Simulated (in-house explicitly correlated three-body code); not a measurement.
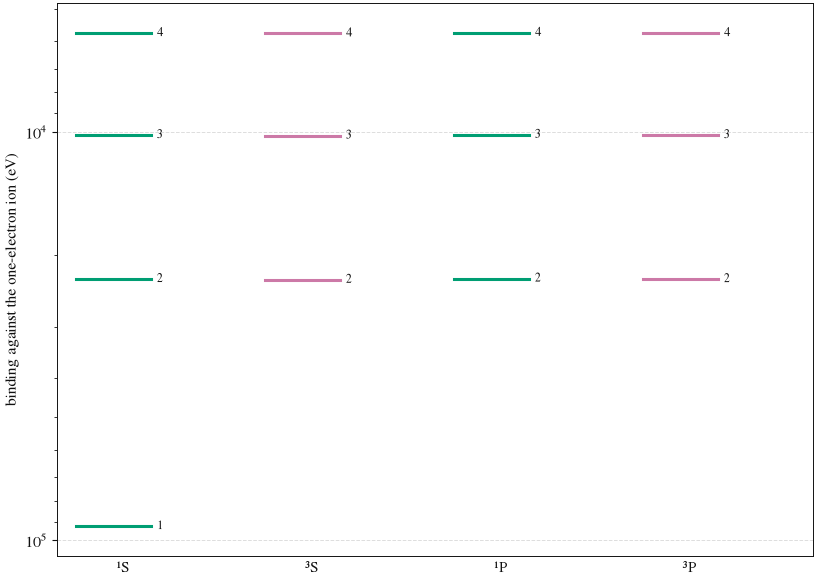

Two electrons around a point charge Z = 83 (Bi⁸¹⁺). Computed variationally in 260 exponentially correlated functions with an in-house code, non-relativistic, converged to about 10⁻⁸ of the energy. The plot shows the bound S and P states that converged, by term and principal number n, on a logarithmic scale of binding.

Q: How do singlets and triplets lie?

A: The ground state is bound by 92.32 keV. The n = 2 states drawn run, from the deepest, 2 ³S (23.01 keV), 2 ³P (22.92 keV), 2 ¹S (22.91 keV), 2 ¹P (22.85 keV). Exchange puts 2 ³S below 2 ¹S by 97.3 eV and 2 ³P below 2 ¹P by 74.8 eV. Quantum defects n − (Z − 1)/√(2 E(binding)): 2 ³S 0.006, 2 ³P 0.002, 2 ¹S 0.002, 2 ¹P −0.001.
